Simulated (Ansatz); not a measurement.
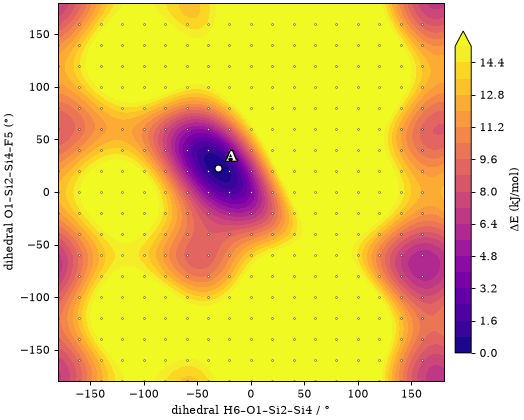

F₂H₄OSi₂, SMILES O[SiH](F)[SiH2]F. The first coordinate is: dihedral H6–O1–Si2–Si4; the second: dihedral O1–Si2–Si4–F5. Nothing is relaxed (all other coordinates rigid). The scan uses an 18 × 18 grid. All energies are given in kJ/mol relative to the relaxed molecule at the same level. The calculation used Ansatz 0.2.0, RKS PBE0-D4/def2-SVP.

The picture shows filled contours, dots at the grid points, one colour for all values above the top of the scale, the well A. Between grid points the surface is interpolated.

Estimate the position of the minimum and the force constants in these coordinates. Take the well at A.

Answer. The interpolated minimum is at dihedral H6–O1–Si2–Si4 ≈ −31°, dihedral O1–Si2–Si4–F5 ≈ 23°. The curvatures there are about 0.42 eV/rad² and 0.38 eV/rad², with a cross term of about 0.22 eV/rad². Round the minimum the valley is strongly tilted: raising dihedral H6–O1–Si2–Si4 shifts the best value of dihedral O1–Si2–Si4–F5 downwards (coupling k₁₂/√(k₁₁k₂₂) about 0.6). (1 eV is 96.5 kJ/mol.)
